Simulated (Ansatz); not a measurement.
## Electronic structure of C₃H₅Al in real space

The calculation's input:

```
crystal:
  periodic: [false, false, false]
  atoms:
    - {symbol: C, position_ang: [-0.608103, 1.421072, -1.105319]}
    - {symbol: Al, position_ang: [0.030724, -0.029569, 0.011079]}
    - {symbol: C, position_ang: [0.301144, -1.772517, 0.584518]}
    - {symbol: C, position_ang: [0.870338, -0.866046, 1.437645]}
    - {symbol: H, position_ang: [-0.669835, 1.118827, -2.152972]}
    - {symbol: H, position_ang: [-1.609751, 1.724997, -0.787988]}
    - {symbol: H, position_ang: [0.042406, 2.295302, -1.033407]}
    - {symbol: H, position_ang: [0.307780, -2.857758, 0.678347]}
    - {symbol: H, position_ang: [1.423898, -1.080409, 2.350996]}
basis:
  gaussian: {orbitals: def2-TZVPP}
hamiltonian: {xc: pbe0, dispersion: d4}
output: {orbitals: {seedname: orbitals}}
```

Run with:

```sh
ansatz run in.yaml --threads 2 --pin off --events-out ev --progress --plain --max-ram 4352MiB
```

Geometry: PBE0-D4/def2-TZVP.

All numbers below come from RKS PBE0-D4/def2-TZVPP in Ansatz.

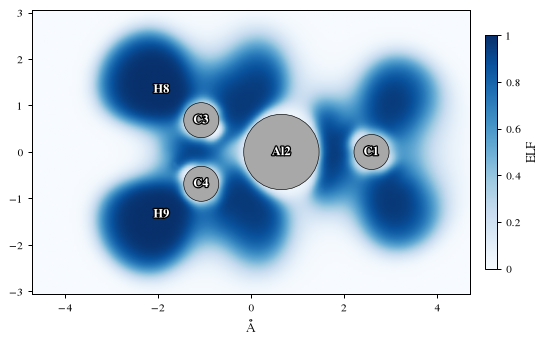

Figure 1. Electron localisation function on the plane of atoms C3, C4 and H9. Grey discs cover the atomic cores.

Question: Interpret the plot.

Answer: The plane passes through C, Al and H nuclei.
C–C (1.37 Å): the ELF peaks at about 0.90 between the atoms, as expected for a covalent bond.
C–Al (1.85 Å): the ELF peaks at about 0.75 in the valence shell of C, 0.7 Å from its nucleus, and is about 0.50 at the midpoint.
C–H (1.09 Å): the ELF climbs to about 1 towards the hydrogen, as it does in any bond to H: a covalent bond by its length.
C–Al (1.94 Å): the ELF peaks at about 0.95 between the atoms; a polar covalent bond.

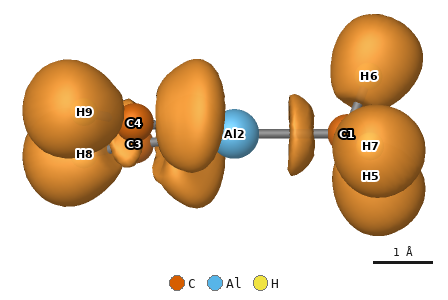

Figure 2. Isosurface of the ELF at 0.85 (orange), seen from one side. Core shells and regions of very low density are left out.

Question: Where are the electrons localised?

Answer: The ELF exceeds this value in one region between bonded Al–C atoms (shared pairs), one region between bonded C–C atoms (shared pairs), five regions around hydrogen nuclei and two lobes on Al, pointing away from the bonds (lone pairs).

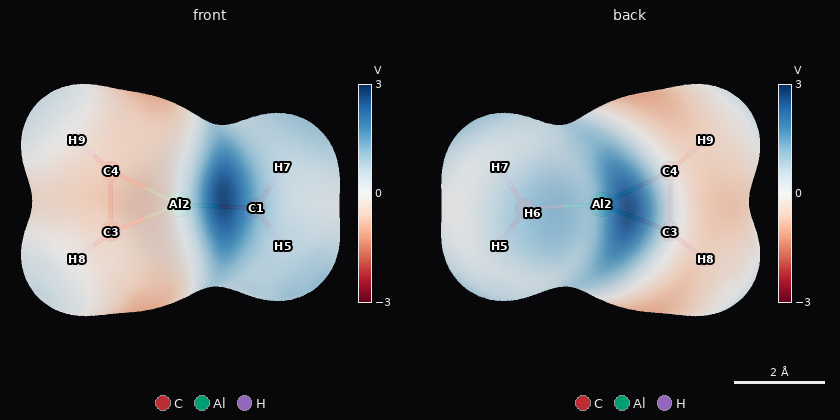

Figure 3. The molecular electrostatic potential painted on the density surface at 0.002 e/bohr³, seen from the front and from behind; red is negative and blue positive.

Question: Where is the surface potential most negative and most positive?

Answer: The most negative region (about −1.0 V) lies over C3 and C4, the most positive (about +2.6 V) over Al2.
